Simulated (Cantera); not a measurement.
Input: 1 mol Nb₂O₅, 11 mol H₂, 0.13 mol H₂O, 0.002 mol O₂, held at 7.50 Torr.

Method: chemical equilibrium by Gibbs-energy minimisation in Cantera with the NASA 1993 tables (ideal gas, pure condensed phases). Candidate condensed phases: H₂O, Nb, NbO, NbO₂, Nb₂O₅; 12 gas species. Mutual solubility and eutectic melting of coexisting phases are not modelled. Condensed phases not in the tables: the oxides between NbO₂ and Nb₂O₅. Equilibrium is a limit: real reactors are often held back by kinetics, nucleation or transport.

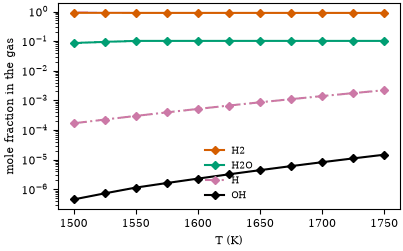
*Equilibrium gas composition (values under 1e-9 drawn at 1e-9)*

Q: Read off the mole fractions at 1750 K.

A: H₂ about 0.90, H₂O about 0.10, H about 0.0022, OH about 1.5e-5.
